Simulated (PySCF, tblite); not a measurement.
# C₇H₇F₃Si: excited states

Aim: compute the excited states of C₇H₇F₃Si (`FC(F)(F)c1ccc([SiH3])cc1`).

Computed with tblite 0.8.0 and PySCF 2.14.0 and routines of our own; the level stands in each step. Atoms count from 0.

### 1 The system as given

18 atoms, charge 0, multiplicity 1; geometry from: force field or distance geometry start.

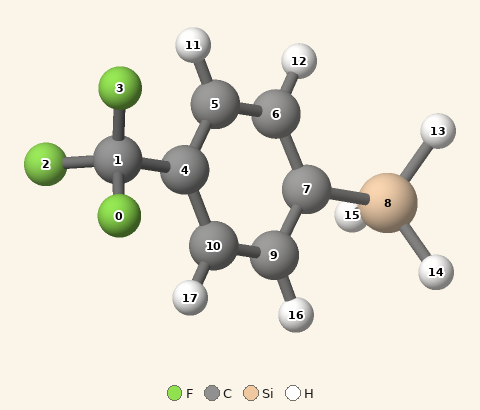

The starting geometry (fluorine green, carbon grey, silicon light orange, hydrogen white).

### 2 Optimising the geometry with GFN2-xTB

What the job is given:

```
{"job": {"kind": "relax", "xc": "GFN2-xTB", "basis": "xTB"}, "charge": 0, "multiplicity": 1}
F     -3.377100    -1.629600    -0.065300
C     -2.983000    -0.325000    -0.165600
F     -3.480100     0.136700    -1.324000
F     -3.639800     0.343200     0.824600
C     -1.481400    -0.173200    -0.071100
C     -0.917000     0.999600     0.436600
C      0.477300     1.159800     0.488200
C      1.338400     0.150600     0.025400
Si     3.199700     0.351700     0.091100
C      0.753900    -1.025000    -0.500900
C     -0.633700    -1.180000    -0.558800
H     -1.554900     1.798400     0.810000
H      0.873900     2.082400     0.916500
H      3.566900     1.218300     1.238700
H      3.842400    -0.963900     0.241300
H      3.670200     0.991200    -1.151800
H      1.385200    -1.828900    -0.880000
H     -1.049600    -2.099800    -0.973400
```

On the command line:

```bash
> OMP_NUM_THREADS=1 python excited_run.py task.json out
```

This one command runs all jobs of the session in turn.

The program printed:

```text
step      E/eV     max force
  0    -938.21277    1.111
  1    -938.26617    0.514
  2    -938.28598    0.393
  3    -938.29394    0.211
  4    -938.29809    0.153
  5    -938.29999    0.119
  6    -938.30147    0.088
  7    -938.30266    0.092
  8    -938.30373    0.105
  9    -938.30468    0.108
 10    -938.30547    0.067
 11    -938.30596    0.049
 12    -938.30618    0.025
 13    -938.30631    0.027
 14    -938.30644    0.034
 15    -938.30658    0.036
 16    -938.30668    0.021
 17    -938.30674    0.013
 18    -938.30676    0.013
 19    -938.30678    0.011
 20    -938.30679    0.007
```

Run time: 0.14 s. Hardware: 1 thread of Intel Xeon 6975P-C, shared host.

Relaxation path:

| step | energy from step 0 (eV) | largest force (eV/Å) |
| --- | --- | --- |
| 0 | 0.0000 | 1.1109 |
| 1 | -0.0534 | 0.5145 |
| 2 | -0.0732 | 0.3927 |
| 3 | -0.0812 | 0.2110 |
| 4 | -0.0853 | 0.1525 |
| 5 | -0.0872 | 0.1188 |
| 6 | -0.0887 | 0.0882 |
| 7 | -0.0899 | 0.0918 |
| 8 | -0.0910 | 0.1049 |
| 9 | -0.0919 | 0.1082 |
| 10 | -0.0927 | 0.0669 |
| 11 | -0.0932 | 0.0486 |
| 12 | -0.0934 | 0.0251 |
| 13 | -0.0935 | 0.0270 |
| 14 | -0.0937 | 0.0345 |
| 15 | -0.0938 | 0.0365 |
| 16 | -0.0939 | 0.0207 |
| 17 | -0.0940 | 0.0134 |
| 18 | -0.0940 | 0.0134 |
| 19 | -0.0940 | 0.0114 |
| 20 | -0.0940 | 0.0075 |

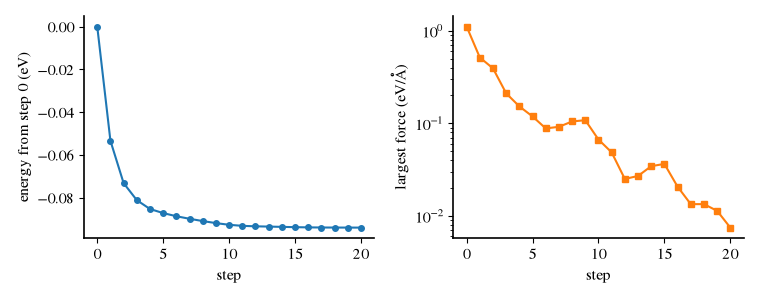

Energy and largest force along the relaxation.

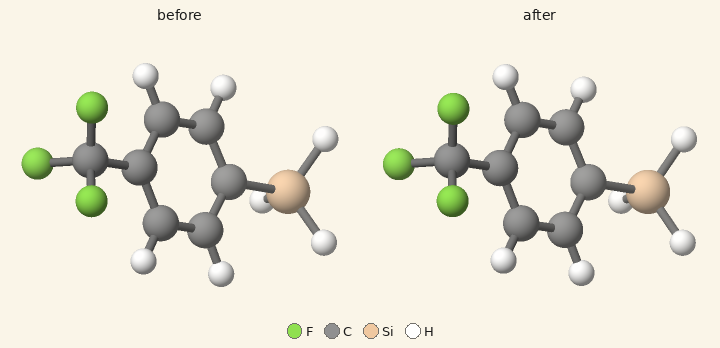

Before and after, at one scale.

Close pairs (by a distance rule), those that changed most:

| bond | before (Å) | after (Å) | change (Å) |
| --- | --- | --- | --- |
| F0–C1 | 1.367 | 1.343 | -0.024 |
| C7–C9 | 1.414 | 1.392 | -0.023 |
| C5–C6 | 1.404 | 1.382 | -0.022 |
| Si8–H13 | 1.484 | 1.463 | -0.021 |
| C1–F3 | 1.363 | 1.343 | -0.021 |
| C7–Si8 | 1.873 | 1.893 | +0.020 |
| C4–C10 | 1.404 | 1.388 | -0.015 |
| C9–C10 | 1.397 | 1.382 | -0.015 |

The end geometry stands in the next job.

### 3 Vibrational analysis with GFN2-xTB

What the job is given:

```
{"job": {"kind": "ir", "xc": "GFN2-xTB", "basis": "xTB"}, "charge": 0, "multiplicity": 1}
F     -3.340456    -1.606753    -0.067945
C     -2.945271    -0.326548    -0.155986
F     -3.445124     0.136671    -1.321255
F     -3.594127     0.337936     0.813615
C     -1.455479    -0.168066    -0.078505
C     -0.911427     0.999341     0.439775
C      0.462430     1.142828     0.489413
C      1.313718     0.143462     0.027354
Si     3.193754     0.357505     0.090953
C      0.742347    -1.012469    -0.496602
C     -0.628820    -1.176348    -0.555458
H     -1.561483     1.779525     0.805737
H      0.881070     2.050151     0.899517
H      3.522628     1.209893     1.233688
H      3.802481    -0.964875     0.237415
H      3.633038     0.985552    -1.157018
H      1.381936    -1.801774    -0.863349
H     -1.059974    -2.079714    -0.959672
```

The program printed:

```text
mode    cm-1     km/mol
  1      -4.1      0.04
  2      11.3      0.06
  3      64.8      0.51
  4     134.2      1.09
  5     172.6      1.28
  6     227.9      0.22
  7     262.6     12.69
  8     325.6      0.32
  9     354.8      0.24
 10     371.8      2.82
 11     440.5      9.00
 12     475.7      1.29
 13     517.9     10.11
 14     530.5     18.74
 15     549.5     54.05
 16     573.2     72.95
 17     602.8      0.66
 18     647.6     37.07
 19     689.6      2.92
 20     760.9     83.20
 21     771.9    167.98
 22     776.0    159.33
 23     793.4    454.14
 24     805.6     14.56
 25     875.1      0.00
 26     918.2      0.63
 27     928.6      0.02
 28     989.3     23.20
 29    1027.2    308.67
 30    1064.6    230.36
 31    1077.7    134.37
 32    1148.9      5.44
 33    1153.2     39.59
 34    1204.5     12.42
 35    1262.6    143.95
 36    1277.3      0.57
 37    1317.2      0.08
 38    1389.3     17.01
 39    1477.1     19.91
 40    1572.2      0.15
 41    1592.8      0.68
 42    2259.2    309.31
 43    2270.6    167.44
 44    2272.0    351.17
 45    3079.5     18.50
 46    3080.5     15.74
 47    3097.1     19.79
 48    3097.7     15.43
```

It took 0.66 s on 1 thread of Intel Xeon 6975P-C, shared host.

The strongest bands and the atoms that carry them (share of the mass-weighted mode):

| cm⁻¹ | km/mol | atoms |
| --- | --- | --- |
| 772 | 168.0 | H13 44 %, H14 44 % |
| 776 | 159.3 | H15 57 %, H14 19 %, H13 19 % |
| 793 | 454.1 | H14 23 %, H13 23 %, H15 19 %, Si8 11 % |
| 1027 | 308.7 | C1 72 %, F2 17 % |
| 1065 | 230.4 | C1 73 %, F0 11 %, F3 11 % |
| 2259 | 309.3 | H15 96 % |
| 2271 | 167.4 | H14 54 %, H13 43 % |
| 2272 | 351.2 | H13 53 %, H14 42 % |

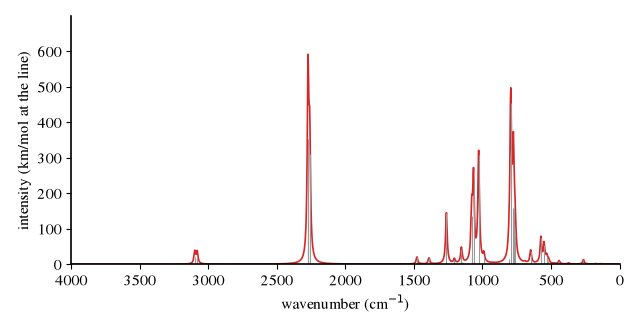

The infrared spectrum from these modes, unscaled. Lines are broadened to a width of 14 cm⁻¹ (Lorentzian).

### 4 Excited states: TDA B3LYP/def2-SVP

Settings changed since step 3:

```diff
@@ -1,2 +1,2 @@
-{"job": {"kind": "ir", "xc": "GFN2-xTB", "basis": "xTB"}, "charge": 0, "multiplicity": 1}
+{"job": {"kind": "states", "xc": "B3LYP", "basis": "def2-SVP", "tda": true, "soc": true, "nstates": 5, "ntriplets": 4, "nquad": 4}, "charge": 0, "multiplicity": 1}
 F     -3.340456    -1.606753    -0.067945
```

With the program's defaults for keys left out, this is: TDA B3LYP/def2-SVP excited states, vertical, gas phase, spin-orbit mean-field couplings.

The program printed:

```text
coarse grid: 16824 points
cycle   1  E = -859.1884851315  dE =  1.708e+00  |g| = 9.746e-01  |ddm| = 5.275e+00
cycle   2  E = -858.9593089579  dE =  2.292e-01  |g| = 1.532e+00  |ddm| = 2.116e+00
cycle   3  E = -859.3595028068  dE = -4.002e-01  |g| = 1.267e-01  |ddm| = 1.333e+00
cycle   4  E = -859.3621100404  dE = -2.607e-03  |g| = 8.345e-02  |ddm| = 2.453e-01
cycle   5  E = -859.3640317641  dE = -1.922e-03  |g| = 1.757e-02  |ddm| = 1.074e-01
cycle   6  E = -859.3641107828  dE = -7.902e-05  |g| = 4.275e-03  |ddm| = 2.498e-02
cycle   7  E = -859.3641152748  dE = -4.492e-06  |g| = 7.563e-04  |ddm| = 5.858e-03
final grid: 162800 points
cycle   8  E = -859.4888085287  dE = -3.947e-05  |g| = 5.892e-03  |ddm| = 4.335e-02
cycle   9  E = -859.4888031583  dE =  5.370e-06  |g| = 8.024e-03  |ddm| = 1.602e-02
cycle  10  E = -859.4888161111  dE = -1.295e-05  |g| = 5.481e-04  |ddm| = 8.726e-03
cycle  11  E = -859.4888161722  dE = -6.109e-08  |g| = 1.802e-04  |ddm| = 6.882e-04
cycle  12  E = -859.4888161793  dE = -7.119e-09  |g| = 4.409e-05  |ddm| = 2.523e-04
cycle  13  E = -859.4888161798  dE = -4.429e-10  |g| = 1.876e-05  |ddm| = 7.184e-05
converged SCF energy = -859.4888161798

Singlet excitations
state   eV       nm        f     d(h-e)  d(exc)  Lambda  PR(NTO)  |dmu|/D   mu/D   main configurations
  1   5.3670   231.0   0.00638   0.051   2.739   0.666   1.956    0.205    2.191   H-1->L 0.58, H->L+1 0.41
  2   6.1836   200.5   0.16442   0.117   3.008   0.854   1.706    0.262    2.636   H->L 0.72, H-1->L+1 0.25
  3   6.5605   189.0   0.00824   1.188   3.178   0.576   1.029    3.427    5.821   H-2->L 0.98
  4   6.9436   178.6   0.00027   1.245   3.079   0.410   1.023    3.722    6.116   H-2->L+1 0.98
  5   7.3375   169.0   0.00262   0.208   2.976   0.437   1.039                     H-5->L 0.68, H-3->L 0.29

Triplet excitations (Tamm-Dancoff)
state   eV     d(h-e)  d(exc)  Lambda  PR(NTO)   main configurations
  1   4.0969   0.012   2.572   0.856   1.710   H->L 0.70, H-1->L+1 0.26
  2   4.5928   0.050   2.691   0.653   1.213   H-1->L 0.90, H->L+1 0.10
  3   4.7660   0.003   2.621   0.892   1.671   H-1->L+1 0.72, H->L 0.27
  4   5.2156   0.116   2.714   0.685   1.213   H->L+1 0.90, H-1->L 0.10
S1 - T1 = 1.2701 eV

Spin-orbit couplings |<S|Hso|T>| (cm-1)
             T1       T2       T3       T4
S0        1.327    1.227    0.835    0.954
S1        1.508    0.060    0.425    0.035
S2        0.201    0.613    0.074    1.889
S3        1.803    1.303    1.566    0.499
S4        0.628    0.700    1.181    3.429
S5        1.262    0.656    0.688    0.206
T1 sublevels (cm-1): 0.000 0.000 0.000   radiative rates (1/s): 0.0521 0.0398 0.00792
```

It took 27 s on 1 thread of Intel Xeon 6975P-C, shared host; peak memory 0.87 GiB.

Key values:

| quantity | value |
| --- | --- |
| S1 less T1 | 1.27 eV |

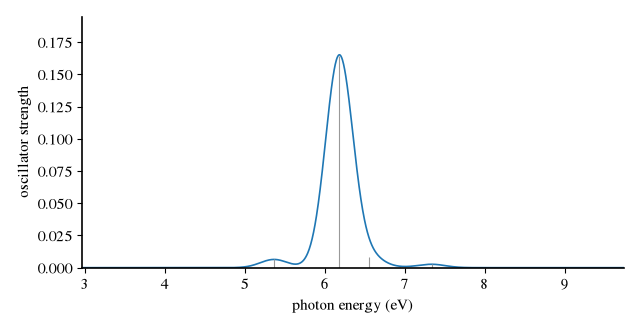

Absorption lines of the singlets. Lines are broadened to a width of 0.40 eV (Gaussian).

### 5 What came out

| quantity | value |
| --- | --- |
| strongest single infrared mode (GFN2-xTB) | 793 cm⁻¹, 454 km/mol |
| zero-point energy (GFN2-xTB) | 71.9 kcal/mol |
| S1 less T1 (step 4, TDA B3LYP/def2-SVP) | 1.27 eV |

In words: The lowest mode is slightly imaginary (4i cm⁻¹), a soft motion within the noise of the Hessian, so the minimum is not strictly shown. The strongest single mode, at 793 cm⁻¹, is spread over several atoms, H14, H13, H15, Si8 among them. GFN2-xTB is a fitted tight-binding method: band positions and strengths are rough. Its intensities can rank the bands wrongly. In step 4, the number of triplets below S1 is at least 4, and the largest singlet-triplet spin-orbit coupling is S4–T4, 3.43 cm⁻¹.
